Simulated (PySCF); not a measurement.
**C₃H₆F₂: density, localisation and related maps**

```json
{"atom": "C", "x (Å)": "1.1955", "y (Å)": "-0.0722", "z (Å)": "-0.4775"}
{"atom": "C", "x (Å)": "0.1209", "y (Å)": "-0.0891", "z (Å)": "0.5780"}
{"atom": "F", "x (Å)": "0.0925", "y (Å)": "-1.3176", "z (Å)": "1.2070"}
{"atom": "C", "x (Å)": "-1.2706", "y (Å)": "0.1464", "z (Å)": "0.0211"}
{"atom": "F", "x (Å)": "-1.3305", "y (Å)": "1.3950", "z (Å)": "-0.5404"}
{"atom": "H", "x (Å)": "1.1739", "y (Å)": "0.8880", "z (Å)": "-1.0123"}
{"atom": "H", "x (Å)": "1.0287", "y (Å)": "-0.8828", "z (Å)": "-1.2035"}
{"atom": "H", "x (Å)": "2.1891", "y (Å)": "-0.2043", "z (Å)": "-0.0262"}
{"atom": "H", "x (Å)": "0.3254", "y (Å)": "0.6795", "z (Å)": "1.3452"}
{"atom": "H", "x (Å)": "-1.5032", "y (Å)": "-0.6117", "z (Å)": "-0.7473"}
{"atom": "H", "x (Å)": "-2.0161", "y (Å)": "0.0715", "z (Å)": "0.8300"}
```

Geometry: PBE0-D3(BJ)/def2-SVP.

These are results of PySCF, PBE0/pcSseg-1, SCF density, gas phase, non-relativistic, not measurements.

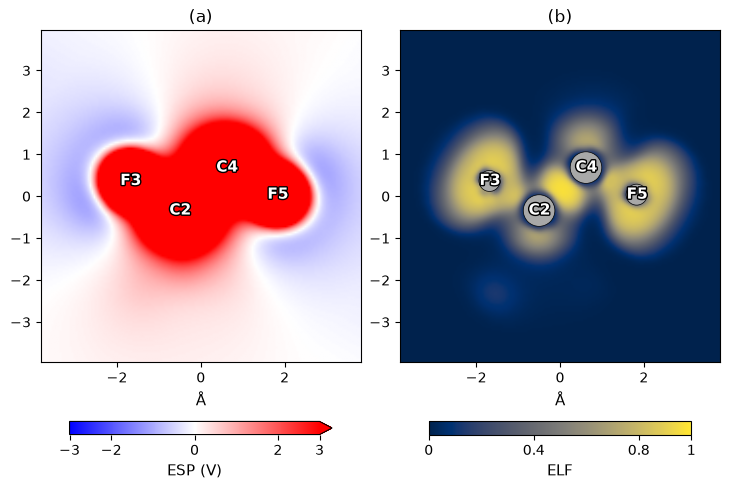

Figure 1. (a) electrostatic potential; (b) electron localisation function on the plane of atoms C2, C4 and F5. Grey discs cover the atomic cores in the ELF map.

Question: Read the bonding off the picture.

Answer:
- Atoms in the plane: C and F.
- C–F (1.37 Å): the ELF peaks at about 0.85 between the atoms: a polar covalent bond.
- C–C (1.52 Å): the ELF peaks at about 0.95 between the atoms: localised, covalent bonding.
- The ELF also peaks beside F5 and F3, away from the bonds: lone-pair regions.
- Outside the dense part of the molecule the potential is most negative (−1.1 V) near F3.

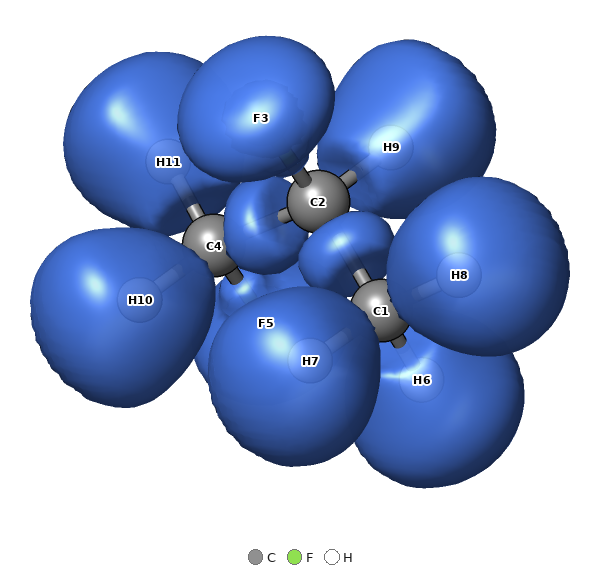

Figure 2. Isosurface of the ELF at 0.75 (blue), seen at an oblique angle. Core shells and regions of very low density are left out.

Question: Identify the bonds, lone pairs and shells in this picture.

Answer: The surface consists of two regions between bonded C–C atoms (shared pairs), six regions around hydrogen nuclei and two regions on F in which the atom's valence shell and bonds are merged. Profiles from the grid: C–C (1.51 Å): the ELF peaks at about 0.95 between the atoms: a covalent bond.

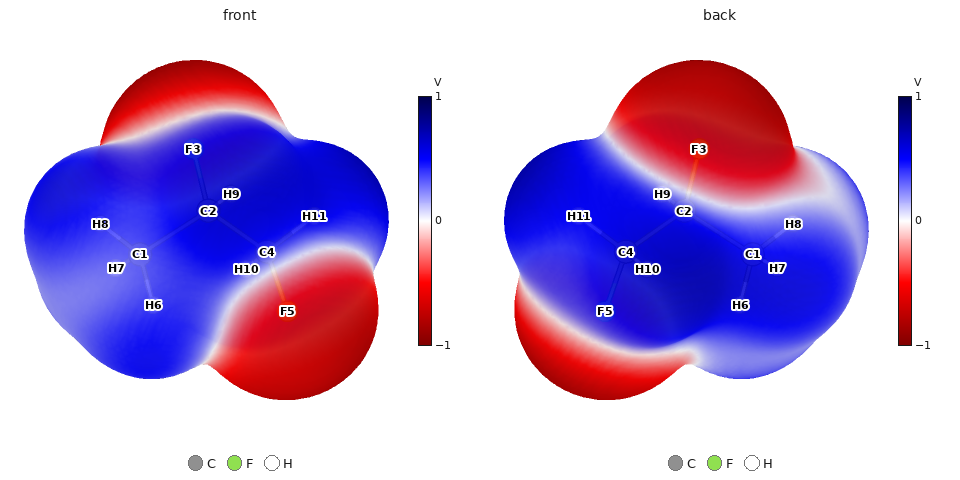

Figure 3. The molecular electrostatic potential painted on the density surface at 0.001 e/bohr³, seen from the front and from behind; the colour scale runs from red (negative) to blue (positive).

Question: Which sites attract a positive test charge, and which a negative one?

Answer: A positive charge is drawn to the negative regions and a negative charge to the positive ones. The most negative region (about −0.8 V) lies over F3 and F5, the most positive (about +0.7 V) over H10 and H11.
